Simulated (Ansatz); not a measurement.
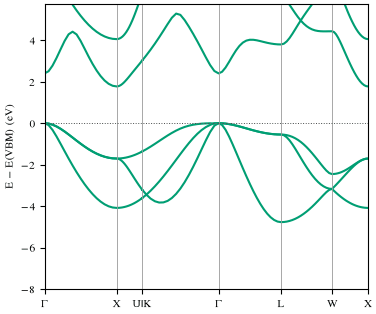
Figure: Band structure from plane-wave PAW PBE (Ansatz code)

Task: Read off the gap and where the band edges lie.

Result: About 1.8 eV (1.77 eV by a search for the band edges); maximum at Γ, minimum at X.

Task: Which of these materials gives this?
(A) SnTe, rock salt
(B) TePb, rock salt
(C) MgSe, rock salt
(D) SrO, rock salt

Result: C, MgSe, rock salt

Space group Fm-3m (rock salt). The PBE relaxation kept the symmetry of its start. Spin–orbit coupling is left out wherever it is not named.

Potentials: the later of the program's two PAW sets.
